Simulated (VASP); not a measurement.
Band structure of SiC (space group Pm-3m). All values below come from PBE GGA, VASP's PBE PAW potentials (set 64) (plane waves; VASP).

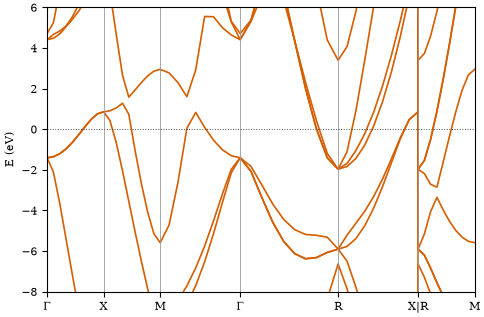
Figure: Bands along high-symmetry lines, zero at the valence-band maximum or, without a gap, the Fermi level

Problem. Read the plot: is there a gap, and where are the band edges?

Solution. It has no gap at this level: it comes out as a metal or semimetal.

The structure was generated: SiC was put into an ordered model structure, which need not be its known phase. The cell was not relaxed at this level.
